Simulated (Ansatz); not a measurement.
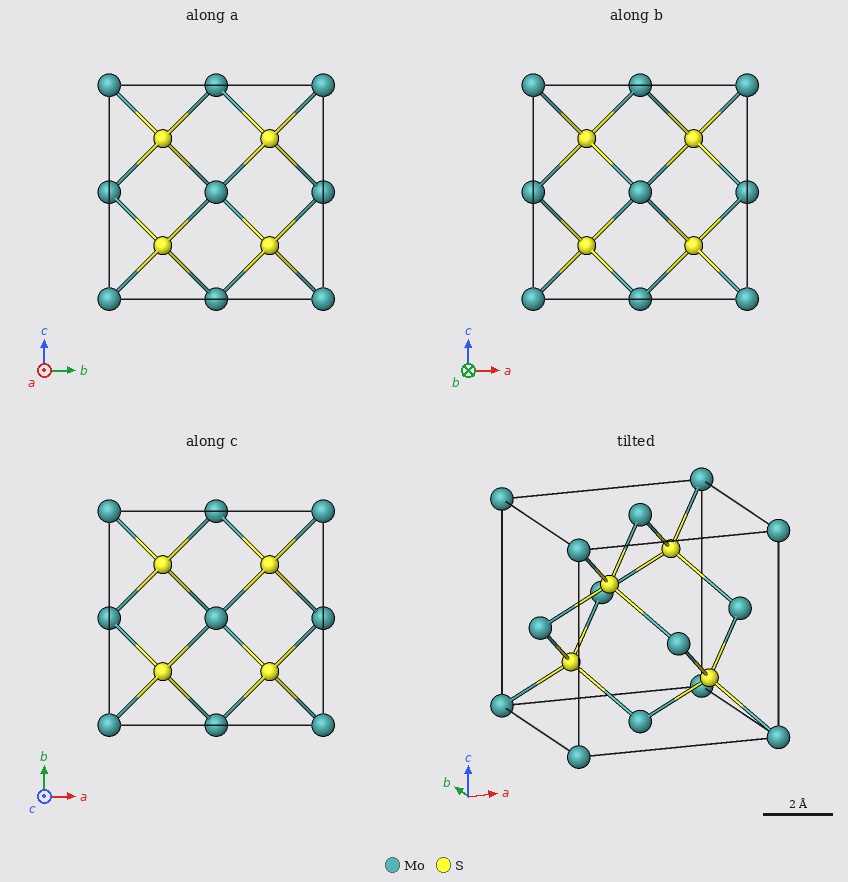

We look at a ball-and-stick model of the crystal along the a axis, along the b axis, along the c axis and slightly off an axis. Lines trace the edges of the conventional unit cell.

Lattice parameters: a = 6.282 Å, b = 6.282 Å, c = 6.282 Å, α = 90.00°, β = 90.00°, γ = 90.00°.

Question: Reconstruct the structure as a table of Wyckoff sites.

Answer: Space group F-43m (No. 216).
| atom | site | x | y | z |
| --- | --- | --- | --- | --- |
| Mo | 4a | 0.0000 | 0.0000 | 0.0000 |
| S | 4d | 0.2500 | 0.2500 | 0.7500 |

The structure comes from a structure type filled with these elements by a generator (whether the compound takes this form wasn't checked). Earlier steps of the study, as a rule a relaxation of our own, may have changed the cell and positions, so they can lie some per cent off the listed ones. It went into a calculation with Ansatz.

At this level of theory the run's own cell isn't at rest (stretched, at -7 GPa), so its distances can differ from those at equilibrium, the more so the softer the solid.
